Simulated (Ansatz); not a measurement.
**Energy against volume for Hf (hcp, Mg type)**

Hf (hcp, Mg type), conventional cell a = b = 3.198 Å, c = 5.047 Å, α = β = 90.00°, γ = 120.00°. The calculation uses the primitive cell of 2 atoms, to which meshes and values per cell refer.

Equation-of-state scan: isotropic scaling of the cell above, V₀ being its volume. Symmetry pins the atoms to their sites.

The numbers are results of r2SCAN (plane waves to 500 eV, PAW, scalar-relativistic; Ansatz, a first-principles code), not measurements. k mesh 17×17×9 (Γ-centred), Fermi-Dirac smearing 0.05 eV. E stands for the smeared free energy. With the shape held, the modulus is that of even scaling; a crystal free to change shape is softer. Hf is run without spin polarisation. Hf was relaxed with its symmetry unable to fall. Spin-orbit coupling is left out, though Hf is heavy. The PAW data are Ansatz's earlier set. ΔE is measured from the relaxed starting cell.

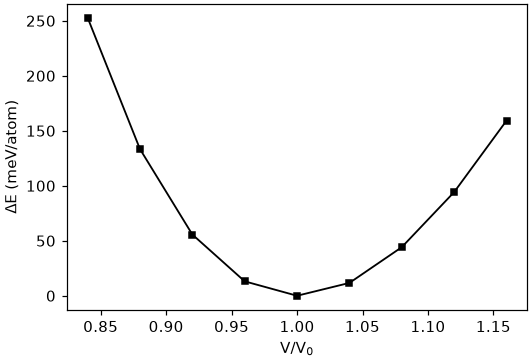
*ΔE (meV/atom) against V/V₀; markers are the computed points, lines only join them.*

The equilibrium volume of the fit is 22.35 Å³/atom. The pressure derivative B₀′ (fit) is 3.3 and the bulk modulus at fixed cell shape B₀ (third-order Birch-Murnaghan fit) is 111 GPa. The pressure for 5 % compression (fit) is 6.2 GPa. The energy cost of the largest compression is 253 meV/atom.

Check by three points about V = 22.350 Å³/atom, step 1.788: d²E/dV² ≈ (56 − 2·0 + 44) meV / 1.788² = 0.0313 eV/Å⁶, and V·d²E/dV² × 160.2 = 112 GPa.

(Under strain, the slope of the energy per volume gives the stress and its curvature an elastic modulus.)
